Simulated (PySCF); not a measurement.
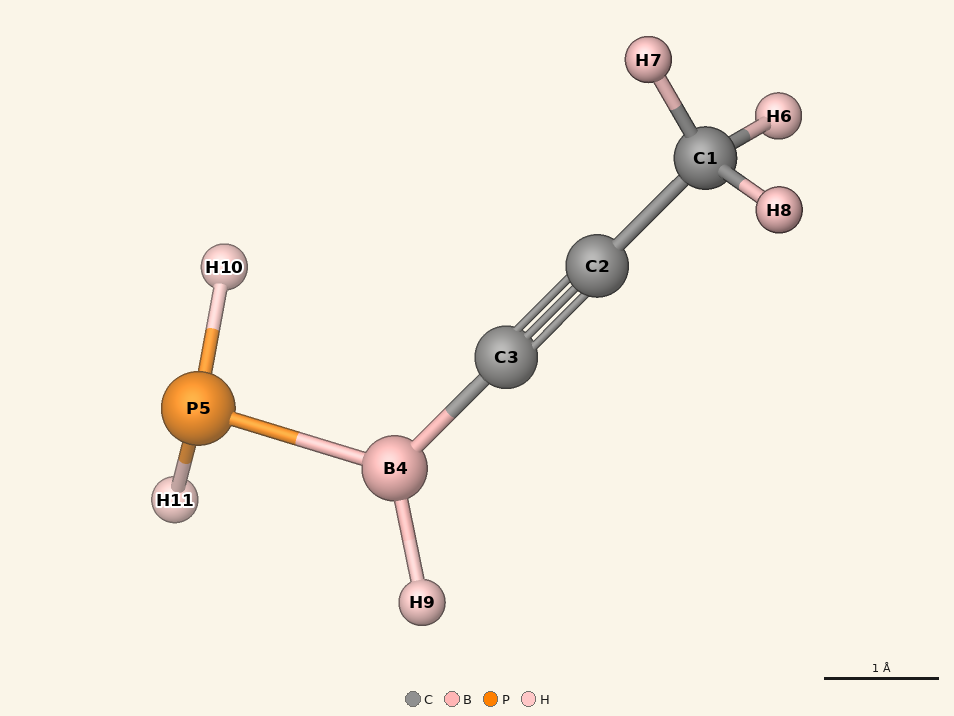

Orthographic view. Depth is shown by fading: the farther an atom, the more it takes the colour of the background. The computed structure is the end point of a PBE0-D3(BJ)/def2-SVP optimisation. No frequency run is at hand to confirm it as a minimum.

Write a MOL file (V2000) with the atoms in numerical order, bonds sorted by atom number with the orders drawn, and coordinates in the frame of the picture: x right, y up, z towards the viewer, origin at the mean position.

```
C3H6BP
                    3D

 11 10  0  0  0  0  0  0  0  0999 V2000
    1.8700    1.3400    1.1100 C   0  0  0  0  0  0  0  0  0  0  0  0
    0.9200    0.3900    0.5800 C   0  0  0  0  0  0  0  0  0  0  0  0
    0.1100   -0.4200    0.1300 C   0  0  0  0  0  0  0  0  0  0  0  0
   -0.8700   -1.4000   -0.4400 B   0  0  0  0  0  0  0  0  0  0  0  0
   -2.6100   -0.8700   -0.9600 P   0  0  0  0  0  0  0  0  0  0  0  0
    2.5200    1.7200    0.3000 H   0  0  0  0  0  0  0  0  0  0  0  0
    1.3700    2.2100    1.5600 H   0  0  0  0  0  0  0  0  0  0  0  0
    2.5200    0.8900    1.8700 H   0  0  0  0  0  0  0  0  0  0  0  0
   -0.6300   -2.5800   -0.4500 H   0  0  0  0  0  0  0  0  0  0  0  0
   -2.3800    0.3800   -1.5900 H   0  0  0  0  0  0  0  0  0  0  0  0
   -2.8200   -1.6700   -2.1100 H   0  0  0  0  0  0  0  0  0  0  0  0
  1  2  1  0
  1  6  1  0
  1  7  1  0
  1  8  1  0
  2  3  3  0
  3  4  1  0
  4  5  1  0
  4  9  1  0
  5 10  1  0
  5 11  1  0
M  END
```
